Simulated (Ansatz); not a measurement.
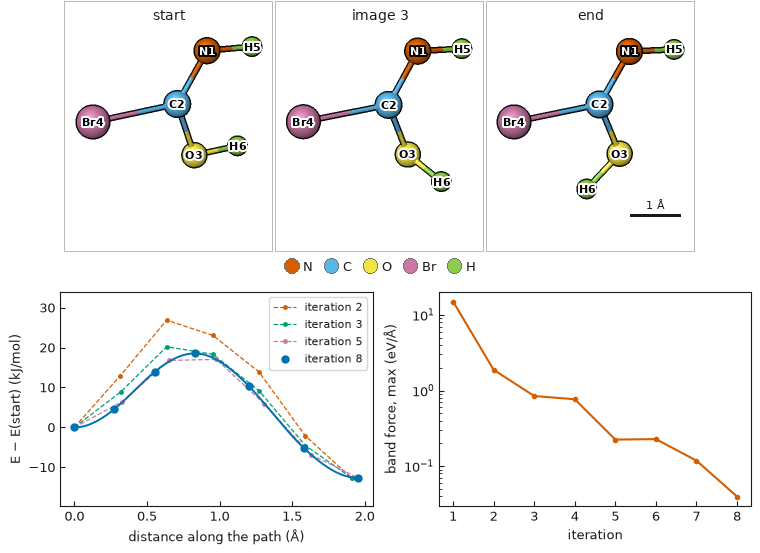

NEB run on CH₂BrNO. Images are numbered from 0 (start) to 6 (end). The plot follows the band through its iterations. The picture is a ball-and-stick view, seen from a free direction.

All numbers below come from RKS PBE0/def2-SVP (Ansatz). Settings: 5 movable images; climbing image; force threshold 0.05 eV/Å; iteration limit 60; starting path through a guess of the saddle point.

**Judge this run.**

The result is final at these settings. The band converged in 8 iterations. The largest component of the band force went from 15 to 0.04 eV/Å. The climbing image converged on the top of the path. Its vibrational analysis gives one imaginary mode (446i cm⁻¹), as a transition state must have. The first iteration put the highest image at 127.0 kJ/mol. Forward barrier 18.5 kJ/mol, backward barrier 31.2 kJ/mol, with image 3 at the top; the reaction energy is −12.7 kJ/mol.

The run took 99 s on 1 thread of Intel(R) Xeon(R) Platinum 8488C (Sapphire Rapids), on a shared host, peak memory 0.19 GiB.
